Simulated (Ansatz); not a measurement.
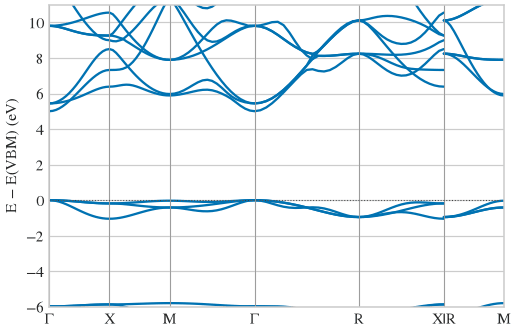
Band structure from PBE (plane waves, PAW; program Ansatz)

Q: Read off the gap and where the band edges lie.

A: About 5.0 eV (5.01 eV by a search for the band edges); maximum at Γ, minimum at Γ.

The material is CsCl (CsCl type, Pm-3m).

Symmetry was held in the PBE relaxation. Scalar-relativistic: spin–orbit coupling is off unless named, which matters more the heavier the elements.

Potentials: the later of the program's two PAW sets.
